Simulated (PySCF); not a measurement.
# C3H8BN: NMR shifts and electronic excitations at several levels of theory, part 1 of 2

How much do the NMR shifts and electronic excitations of C3H8BN (`NBC1CC1`) depend on the level of theory, and what does each level cost?

Programs: PySCF 2.14.0, with density-fitted response routines of our own. Each step states its level of theory. These are calculated values for one molecule in the gas phase, unless marked as measured. Atoms count from 0, in the outputs and in this text.

### 1 The starting structure

13 atoms, charge 0, multiplicity 1; geometry from: PBE0-D3(BJ)/def2-SVP.

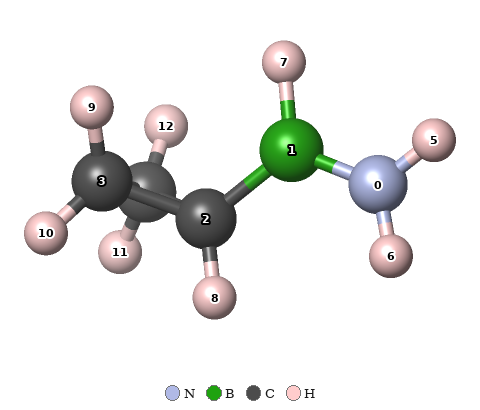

As it starts; nitrogen light blue, boron green, carbon dark grey, hydrogen pink, atoms numbered.

### 2 Shielding tensors: PBE0/6-31G*

Job settings and geometry (Å):

```
{"job": {"kind": "nmr", "xc": "PBE0", "basis": "6-31G*", "pop": true}, "charge": 0, "multiplicity": 1}
N      2.344729     0.155968     0.049511
B      1.017161     0.216445     0.473445
C     -0.176593    -0.160410    -0.448868
C     -1.400866    -0.802294     0.177734
C     -1.477516     0.604607    -0.289783
H      3.124291     0.401908     0.643632
H      2.618259    -0.135738    -0.880200
H      0.801698     0.582531     1.613069
H      0.041395    -0.488704    -1.472575
H     -1.379593    -0.994955     1.254219
H     -1.919576    -1.569654    -0.403422
H     -2.049339     0.818172    -1.196960
H     -1.510844     1.402895     0.457205
```

Level: GIAO PBE0/6-31G* NMR shielding, non-relativistic, gas phase.

The run is started by

```bash
$ OMP_NUM_THREADS=1 python probes_run.py task.json out
```

This one command runs all jobs of the session in turn.

What it wrote:

```text
coarse grid: 10368 points
cycle   1  E = -198.4886342450  dE =  5.212e-01  |g| = 4.441e-01  |ddm| = 3.130e+00
cycle   2  E = -198.4851815257  dE =  3.453e-03  |g| = 4.775e-01  |ddm| = 8.955e-01
cycle   3  E = -198.5415287846  dE = -5.635e-02  |g| = 4.433e-02  |ddm| = 4.648e-01
cycle   4  E = -198.5419310406  dE = -4.023e-04  |g| = 1.916e-02  |ddm| = 4.947e-02
cycle   5  E = -198.5420151936  dE = -8.415e-05  |g| = 5.874e-03  |ddm| = 1.925e-02
cycle   6  E = -198.5420228119  dE = -7.618e-06  |g| = 1.428e-03  |ddm| = 5.910e-03
final grid: 98800 points
cycle   7  E = -198.4996408492  dE = -2.045e-05  |g| = 8.257e-03  |ddm| = 1.869e-02
cycle   8  E = -198.4996350533  dE =  5.796e-06  |g| = 9.749e-03  |ddm| = 1.694e-02
cycle   9  E = -198.4996588508  dE = -2.380e-05  |g| = 3.570e-04  |ddm| = 8.795e-03
cycle  10  E = -198.4996588824  dE = -3.166e-08  |g| = 1.526e-04  |ddm| = 4.394e-04
cycle  11  E = -198.4996588874  dE = -4.965e-09  |g| = 4.731e-05  |ddm| = 1.449e-04
cycle  12  E = -198.4996588879  dE = -5.045e-10  |g| = 1.324e-05  |ddm| = 4.813e-05
converged SCF energy = -198.4996588879

GIAO shielding tensors (ppm)
atom      isotropic    diamagn.    paramagn.     s11        s22        s33       span
  0 N      172.321     318.849    -146.528     87.140    208.497    221.327    134.187
  1 B       75.359     197.705    -122.345     35.057     72.405    118.616     83.559
  2 C      189.419     246.690     -57.271    150.318    185.334    232.605     82.287
  3 C      187.922     252.786     -64.864    161.954    185.395    216.417     54.463
  4 C      187.926     252.775     -64.850    161.943    185.476    216.357     54.414
  5 H       28.656      28.576       0.080     24.030     25.305     36.634     12.604
  6 H       28.645      29.881      -1.236     24.186     26.781     34.968     10.782
  7 H       27.469      31.526      -4.057     25.782     26.128     30.498      4.716
  8 H       32.131      31.253       0.878     25.610     29.819     40.965     15.354
  9 H       31.316      30.915       0.402     25.685     28.056     40.208     14.523
 10 H       31.249      30.236       1.014     25.829     27.369     40.551     14.722
 11 H       31.251      30.241       1.010     25.833     27.366     40.553     14.720
 12 H       31.319      30.920       0.400     25.697     28.060     40.201     14.503
```

It took 6 s on 1 thread of Arm Neoverse V1, shared host; peak memory 0.49 GiB.

The references, computed at this level on geometries of the same kind, shield at (ppm): 1H TMS 31.96, 13C TMS 194.1, 15N NH3 259.4, 11B BF3·OEt2 112.3. Their shielding less the atom's gives the shift. The references are single molecules in the gas phase, so shifts against H2O, NH3, PH3, H3PO4 or CFCl3 are not on the usual liquid scales and can be off by tens of ppm. Atoms listed in one row are averaged.

| atoms | environment | σ (ppm) | δ (ppm) |
| --- | --- | --- | --- |
| C3, C4 | three-membered-ring carbon | 187.9 | 6.2 |
| C2 | three-membered-ring carbon | 189.4 | 4.7 |
| H7 | hydrogen on a boron bonded to C, N | 27.47 | 4.49 |
| H5, H6 | hydrogen on a nitrogen bonded to B | 28.65 | 3.31 |
| H10, H11 | hydrogen on a three-membered-ring carbon | 31.25 | 0.71 |
| H9, H12 | hydrogen on a three-membered-ring carbon | 31.32 | 0.65 |
| H8 | hydrogen on a three-membered-ring carbon | 32.13 | -0.17 |
| N0 | nitrogen bonded to B, 2 H | 172.3 | 87.1 |
| B1 | boron bonded to C, N, H | 75.4 | 36.9 |

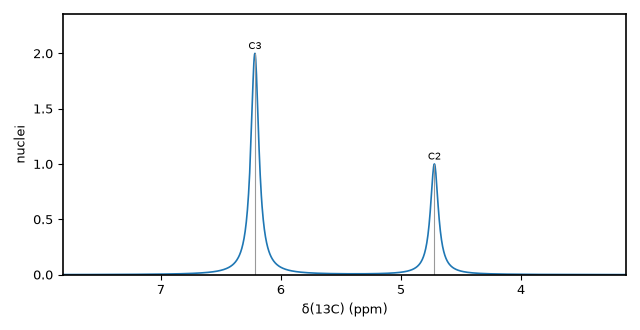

13C lines at the computed shifts, without couplings. Lines are broadened to a width of 0.08 ppm (Lorentzian).

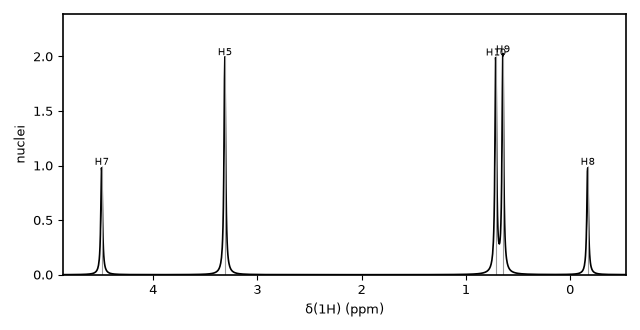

1H lines at the computed shifts, without couplings. Lines are broadened to a width of 0.02 ppm (Lorentzian).

The run also stored atomic charges by several schemes (e):

```csv
atoms,Mulliken,IAO,Hirshfeld,ESP fit
N0,-0.78,-0.53,-0.22,-0.93
B1,0.28,0.14,0.10,0.34
C2,-0.28,-0.27,-0.11,-0.20
"C3, C4",-0.37,-0.27,-0.08,-0.32
```

Mulliken charges:

N0 -0.78; B1 0.28; C2 -0.28; C3 -0.37; C4 -0.37; H5 0.35; H6 0.34; H7 -0.05; H8 0.15; H9 0.18; H10 0.18; H11 0.18; H12 0.18

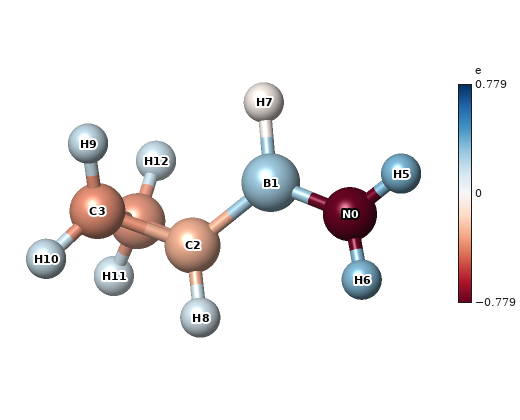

Mulliken charges, as colours on the atoms.

Mayer bond orders: N0–B1 1.32, B1–C2 1.03, C2–C3 0.93, C3–C4 0.97, C4–C2 0.93.

Ring of atoms C2, C3, C4: NICS(0) -43.8, NICS(1) -8.2, NICS(1)zz -24.1 ppm (means of both faces).

In rings of three or four atoms NICS is ruled by the nearby σ bonds, so it says little on aromaticity.

### 3 Shielding tensors: PBE0/6-311+G(2d,p)

Same as in step 2 but for these lines:

```diff
@@ -1,2 +1,2 @@
-{"job": {"kind": "nmr", "xc": "PBE0", "basis": "6-31G*", "pop": true}, "charge": 0, "multiplicity": 1}
+{"job": {"kind": "nmr", "xc": "PBE0", "basis": "6-311+G(2d,p)", "pop": true}, "charge": 0, "multiplicity": 1}
 N      2.344729     0.155968     0.049511
```

Level: GIAO PBE0/6-311+G(2d,p) NMR shielding, non-relativistic, gas phase.

What it wrote:

```text
coarse grid: 10368 points
cycle   1  E = -198.5254885188  dE =  5.113e-01  |g| = 4.393e-01  |ddm| = 2.837e+00
cycle   2  E = -198.5106838271  dE =  1.480e-02  |g| = 5.247e-01  |ddm| = 1.227e+00
cycle   3  E = -198.5770390913  dE = -6.636e-02  |g| = 4.311e-02  |ddm| = 6.500e-01
cycle   4  E = -198.5773314405  dE = -2.923e-04  |g| = 2.531e-02  |ddm| = 6.060e-02
cycle   5  E = -198.5774748149  dE = -1.434e-04  |g| = 6.282e-03  |ddm| = 2.486e-02
cycle   6  E = -198.5774829083  dE = -8.093e-06  |g| = 1.782e-03  |ddm| = 6.736e-03
final grid: 98800 points
cycle   7  E = -198.5664941702  dE = -4.541e-05  |g| = 8.212e-03  |ddm| = 5.479e-02
cycle   8  E = -198.5664860714  dE =  8.099e-06  |g| = 1.010e-02  |ddm| = 2.213e-02
cycle   9  E = -198.5665108616  dE = -2.479e-05  |g| = 3.377e-04  |ddm| = 1.110e-02
cycle  10  E = -198.5665108836  dE = -2.199e-08  |g| = 1.570e-04  |ddm| = 4.210e-04
cycle  11  E = -198.5665108888  dE = -5.198e-09  |g| = 5.493e-05  |ddm| = 2.028e-04
cycle  12  E = -198.5665108894  dE = -6.238e-10  |g| = 1.751e-05  |ddm| = 5.039e-05
converged SCF energy = -198.5665108894

GIAO shielding tensors (ppm)
atom      isotropic    diamagn.    paramagn.     s11        s22        s33       span
  0 N      162.193     319.108    -156.915     67.650    205.023    213.907    146.257
  1 B       60.782     193.861    -133.079     16.133     58.523    107.690     91.556
  2 C      182.175     242.262     -60.087    139.971    175.734    230.821     90.849
  3 C      181.877     246.948     -65.070    154.690    179.459    211.483     56.793
  4 C      181.872     246.863     -64.991    154.672    179.538    211.405     56.734
  5 H       28.019      29.830      -1.811     23.466     24.875     35.715     12.249
  6 H       27.971      32.051      -4.081     23.800     26.223     33.888     10.088
  7 H       27.198      30.951      -3.753     25.296     25.804     30.493      5.198
  8 H       31.814      31.113       0.700     25.564     29.389     40.488     14.924
  9 H       31.064      30.940       0.124     25.377     27.700     40.116     14.739
 10 H       30.934      30.708       0.226     25.398     26.962     40.442     15.044
 11 H       30.936      30.702       0.234     25.403     26.961     40.444     15.041
 12 H       31.066      30.922       0.144     25.387     27.705     40.107     14.720
```

It took 15 s on 1 thread of Arm Neoverse V1, shared host; peak memory 0.87 GiB.

This run: δ C3 4.6, C2 4.3, N0 99.7, B1 41.6, H7 4.31, H5 3.52 ppm (means over like atoms).

### 4 NMR shieldings: PBE0/def2-SVP

Same as in step 3 but for these lines:

```diff
@@ -1,2 +1,2 @@
-{"job": {"kind": "nmr", "xc": "PBE0", "basis": "6-311+G(2d,p)", "pop": true}, "charge": 0, "multiplicity": 1}
+{"job": {"kind": "nmr", "xc": "PBE0", "basis": "def2-SVP", "pop": true}, "charge": 0, "multiplicity": 1}
 N      2.344729     0.155968     0.049511
```

Method: GIAO PBE0/def2-SVP NMR shielding, non-relativistic, gas phase.

What it wrote:

```text
coarse grid: 10368 points
cycle   1  E = -198.2980443544  dE =  4.775e-01  |g| = 4.044e-01  |ddm| = 3.550e+00
cycle   2  E = -198.2938013605  dE =  4.243e-03  |g| = 4.461e-01  |ddm| = 8.664e-01
cycle   3  E = -198.3425476431  dE = -4.875e-02  |g| = 4.333e-02  |ddm| = 4.436e-01
cycle   4  E = -198.3429183213  dE = -3.707e-04  |g| = 2.077e-02  |ddm| = 5.374e-02
cycle   5  E = -198.3430183784  dE = -1.001e-04  |g| = 5.881e-03  |ddm| = 2.180e-02
cycle   6  E = -198.3430260425  dE = -7.664e-06  |g| = 1.480e-03  |ddm| = 6.188e-03
final grid: 98800 points
cycle   7  E = -198.3681019372  dE = -2.251e-05  |g| = 7.832e-03  |ddm| = 2.360e-02
cycle   8  E = -198.3680957310  dE =  6.206e-06  |g| = 9.407e-03  |ddm| = 1.598e-02
cycle   9  E = -198.3681180067  dE = -2.228e-05  |g| = 3.084e-04  |ddm| = 8.622e-03
cycle  10  E = -198.3681180296  dE = -2.292e-08  |g| = 1.429e-04  |ddm| = 4.615e-04
cycle  11  E = -198.3681180340  dE = -4.453e-09  |g| = 4.634e-05  |ddm| = 1.521e-04
cycle  12  E = -198.3681180345  dE = -4.814e-10  |g| = 1.143e-05  |ddm| = 4.574e-05
converged SCF energy = -198.3681180345

GIAO shielding tensors (ppm)
atom      isotropic    diamagn.    paramagn.     s11        s22        s33       span
  0 N      173.562     305.511    -131.950     81.341    211.428    227.915    146.574
  1 B       70.880     202.808    -131.928     28.304     67.653    116.683     88.380
  2 C      189.760     246.455     -56.696    148.980    186.911    233.389     84.409
  3 C      188.507     250.924     -62.417    161.155    187.641    216.724     55.570
  4 C      188.504     250.926     -62.422    161.138    187.715    216.658     55.520
  5 H       27.673      28.427      -0.754     22.916     24.343     35.760     12.844
  6 H       27.665      30.052      -2.387     23.221     25.802     33.972     10.751
  7 H       27.070      32.698      -5.628     25.364     25.747     30.100      4.736
  8 H       31.781      32.419      -0.637     25.395     29.402     40.546     15.151
  9 H       30.962      31.669      -0.707     25.200     27.732     39.953     14.753
 10 H       30.862      30.285       0.577     25.323     26.944     40.320     14.997
 11 H       30.864      30.294       0.570     25.327     26.943     40.321     14.994
 12 H       30.964      31.677      -0.713     25.211     27.737     39.945     14.735
```

Wall time 7.4 s (1 thread of Arm Neoverse V1, shared host); peak memory 0.57 GiB.

This run: δ C3 5.2, C2 4.0, N0 96.3, B1 39.8, H7 4.27, H5 3.67 ppm (means over like atoms).

### 5 NMR shieldings: PBE0/def2-TZVP

Same as in step 4 but for these lines:

```diff
@@ -1,2 +1,2 @@
-{"job": {"kind": "nmr", "xc": "PBE0", "basis": "def2-SVP", "pop": true}, "charge": 0, "multiplicity": 1}
+{"job": {"kind": "nmr", "xc": "PBE0", "basis": "def2-TZVP", "pop": true}, "charge": 0, "multiplicity": 1}
 N      2.344729     0.155968     0.049511
```

Method: GIAO PBE0/def2-TZVP NMR shielding, non-relativistic, gas phase.

What it wrote:

```text
coarse grid: 10368 points
cycle   1  E = -198.5416257292  dE =  5.039e-01  |g| = 4.499e-01  |ddm| = 2.462e+00
cycle   2  E = -198.5263391159  dE =  1.529e-02  |g| = 5.344e-01  |ddm| = 8.368e-01
cycle   3  E = -198.5947378071  dE = -6.840e-02  |g| = 4.280e-02  |ddm| = 4.973e-01
cycle   4  E = -198.5950343946  dE = -2.966e-04  |g| = 2.446e-02  |ddm| = 4.936e-02
cycle   5  E = -198.5951685340  dE = -1.341e-04  |g| = 6.244e-03  |ddm| = 1.744e-02
cycle   6  E = -198.5951764902  dE = -7.956e-06  |g| = 1.773e-03  |ddm| = 4.992e-03
final grid: 98800 points
cycle   7  E = -198.5816691093  dE = -5.397e-05  |g| = 8.628e-03  |ddm| = 5.572e-02
cycle   8  E = -198.5816601555  dE =  8.954e-06  |g| = 1.058e-02  |ddm| = 1.394e-02
cycle   9  E = -198.5816870985  dE = -2.694e-05  |g| = 3.415e-04  |ddm| = 7.766e-03
cycle  10  E = -198.5816871217  dE = -2.323e-08  |g| = 1.522e-04  |ddm| = 4.216e-04
cycle  11  E = -198.5816871268  dE = -5.140e-09  |g| = 5.068e-05  |ddm| = 1.373e-04
cycle  12  E = -198.5816871274  dE = -5.224e-10  |g| = 1.829e-05  |ddm| = 4.204e-05
converged SCF energy = -198.5816871274

GIAO shielding tensors (ppm)
atom      isotropic    diamagn.    paramagn.     s11        s22        s33       span
  0 N      163.848     315.760    -151.911     70.618    205.879    215.048    144.430
  1 B       60.653     195.841    -135.188     15.636     58.132    108.190     92.554
  2 C      182.573     244.188     -61.615    140.010    175.692    232.017     92.007
  3 C      182.048     246.359     -64.311    154.458    179.442    212.243     57.784
  4 C      182.042     246.352     -64.310    154.441    179.523    212.163     57.722
  5 H       27.942      28.806      -0.864     23.395     24.748     35.685     12.290
  6 H       27.922      30.554      -2.632     23.720     26.239     33.808     10.088
  7 H       27.166      31.266      -4.101     25.188     25.838     30.471      5.284
  8 H       31.759      32.044      -0.285     25.570     29.276     40.431     14.861
  9 H       30.993      30.401       0.592     25.326     27.578     40.075     14.749
 10 H       30.867      30.020       0.847     25.391     26.815     40.395     15.005
 11 H       30.869      30.026       0.843     25.395     26.815     40.397     15.002
 12 H       30.996      30.406       0.589     25.337     27.583     40.067     14.730
```

Run time: 18 s. Hardware: 1 thread of Arm Neoverse V1, shared host; peak memory 0.92 GiB.

This run: δ C3 4.6, C2 4.1, N0 102.1, B1 42.0, H7 4.32, H5 3.55 ppm (means over like atoms).

### 6 Nuclear shieldings: PBE0/cc-pVDZ

Same as in step 5 but for these lines:

```diff
@@ -1,2 +1,2 @@
-{"job": {"kind": "nmr", "xc": "PBE0", "basis": "def2-TZVP", "pop": true}, "charge": 0, "multiplicity": 1}
+{"job": {"kind": "nmr", "xc": "PBE0", "basis": "cc-pVDZ", "pop": true}, "charge": 0, "multiplicity": 1}
 N      2.344729     0.155968     0.049511
```

Level: GIAO PBE0/cc-pVDZ NMR shielding, non-relativistic, gas phase.

What it wrote:

```text
coarse grid: 10368 points
cycle   1  E = -198.4614675136  dE =  5.463e-01  |g| = 4.218e-01  |ddm| = 6.537e+00
cycle   2  E = -198.4549394633  dE =  6.528e-03  |g| = 4.706e-01  |ddm| = 1.653e+00
cycle   3  E = -198.5094638680  dE = -5.452e-02  |g| = 4.258e-02  |ddm| = 7.962e-01
cycle   4  E = -198.5098331336  dE = -3.693e-04  |g| = 2.011e-02  |ddm| = 9.408e-02
cycle   5  E = -198.5099271681  dE = -9.403e-05  |g| = 5.865e-03  |ddm| = 3.680e-02
cycle   6  E = -198.5099348507  dE = -7.683e-06  |g| = 1.513e-03  |ddm| = 9.843e-03
final grid: 98800 points
cycle   7  E = -198.5188184859  dE = -2.107e-05  |g| = 8.536e-03  |ddm| = 5.535e-02
cycle   8  E = -198.5188108898  dE =  7.596e-06  |g| = 1.028e-02  |ddm| = 3.120e-02
cycle   9  E = -198.5188377927  dE = -2.690e-05  |g| = 3.203e-04  |ddm| = 1.657e-02
cycle  10  E = -198.5188378205  dE = -2.774e-08  |g| = 1.150e-04  |ddm| = 9.136e-04
cycle  11  E = -198.5188378235  dE = -3.032e-09  |g| = 3.883e-05  |ddm| = 2.307e-04
cycle  12  E = -198.5188378238  dE = -3.167e-10  |g| = 1.542e-05  |ddm| = 6.641e-05
converged SCF energy = -198.5188378238

GIAO shielding tensors (ppm)
atom      isotropic    diamagn.    paramagn.     s11        s22        s33       span
  0 N      175.327     303.564    -128.237     82.910    214.092    228.978    146.068
  1 B       73.308     205.987    -132.679     31.302     70.840    117.781     86.479
  2 C      190.789     244.804     -54.015    150.582    186.850    234.935     84.353
  3 C      190.731     250.766     -60.035    163.901    189.350    218.943     55.042
  4 C      190.731     250.756     -60.026    163.882    189.427    218.882     55.000
  5 H       27.643      28.436      -0.793     23.061     24.365     35.503     12.442
  6 H       27.649      30.112      -2.463     23.353     25.774     33.820     10.467
  7 H       27.071      32.878      -5.807     25.338     25.723     30.154      4.816
  8 H       31.683      32.444      -0.761     25.385     29.272     40.392     15.008
  9 H       30.911      31.523      -0.612     25.184     27.724     39.824     14.641
 10 H       30.766      29.942       0.824     25.237     26.900     40.160     14.923
 11 H       30.767      29.948       0.819     25.241     26.899     40.161     14.921
 12 H       30.913      31.529      -0.616     25.194     27.729     39.817     14.623
```

Wall time 7.5 s (1 thread of Arm Neoverse V1, shared host); peak memory 0.6 GiB.

Key values: δ C3 6.0, C2 6.0, N0 97.8, B1 40.5, H7 4.22, H5 3.64 ppm (means over like atoms).

### 7 NMR shieldings: PBE0/cc-pVTZ

Same as in step 6 but for these lines:

```diff
@@ -1,2 +1,2 @@
-{"job": {"kind": "nmr", "xc": "PBE0", "basis": "cc-pVDZ", "pop": true}, "charge": 0, "multiplicity": 1}
+{"job": {"kind": "nmr", "xc": "PBE0", "basis": "cc-pVTZ", "pop": true}, "charge": 0, "multiplicity": 1}
 N      2.344729     0.155968     0.049511
```

Level: GIAO PBE0/cc-pVTZ NMR shielding, non-relativistic, gas phase.

What it wrote:

```text
coarse grid: 10368 points
cycle   1  E = -198.5321563968  dE =  5.029e-01  |g| = 4.480e-01  |ddm| = 7.196e+00
cycle   2  E = -198.5184921061  dE =  1.366e-02  |g| = 5.292e-01  |ddm| = 1.656e+00
cycle   3  E = -198.5850678835  dE = -6.658e-02  |g| = 4.207e-02  |ddm| = 8.698e-01
cycle   4  E = -198.5853611669  dE = -2.933e-04  |g| = 2.332e-02  |ddm| = 9.343e-02
cycle   5  E = -198.5854817644  dE = -1.206e-04  |g| = 6.221e-03  |ddm| = 3.843e-02
cycle   6  E = -198.5854894979  dE = -7.734e-06  |g| = 1.791e-03  |ddm| = 9.827e-03
final grid: 98800 points
cycle   7  E = -198.5788358975  dE = -6.789e-05  |g| = 8.953e-03  |ddm| = 1.133e-01
cycle   8  E = -198.5788265252  dE =  9.372e-06  |g| = 1.094e-02  |ddm| = 3.210e-02
cycle   9  E = -198.5788550822  dE = -2.856e-05  |g| = 3.424e-04  |ddm| = 1.689e-02
cycle  10  E = -198.5788551057  dE = -2.350e-08  |g| = 1.496e-04  |ddm| = 8.355e-04
cycle  11  E = -198.5788551107  dE = -4.987e-09  |g| = 5.052e-05  |ddm| = 3.083e-04
cycle  12  E = -198.5788551112  dE = -5.166e-10  |g| = 1.829e-05  |ddm| = 7.752e-05
converged SCF energy = -198.5788551112

GIAO shielding tensors (ppm)
atom      isotropic    diamagn.    paramagn.     s11        s22        s33       span
  0 N      163.764     303.022    -139.257     70.727    205.968    214.598    143.872
  1 B       61.922     198.169    -136.247     17.148     59.393    109.225     92.077
  2 C      182.903     241.432     -58.529    141.301    176.092    231.317     90.015
  3 C      182.313     246.905     -64.592    155.197    179.512    212.231     57.034
  4 C      182.309     246.891     -64.582    155.183    179.591    212.153     56.970
  5 H       27.544      29.582      -2.038     22.878     24.192     35.564     12.686
  6 H       27.528      30.217      -2.689     23.214     25.691     33.680     10.466
  7 H       27.135      31.472      -4.336     25.185     25.779     30.442      5.257
  8 H       31.581      31.155       0.427     25.321     29.050     40.374     15.053
  9 H       30.810      30.426       0.384     25.080     27.354     39.997     14.916
 10 H       30.686      29.940       0.746     25.137     26.584     40.337     15.200
 11 H       30.687      29.944       0.743     25.141     26.583     40.338     15.197
 12 H       30.813      30.431       0.382     25.091     27.359     39.988     14.897
```

It took 25 s on 1 thread of Arm Neoverse V1, shared host; peak memory 1.1 GiB.

This run: δ C3 5.0, C2 4.4, N0 103.0, B1 40.8, H7 4.16, H5 3.75 ppm (means over like atoms).

(Continued in part 2 of 2.)
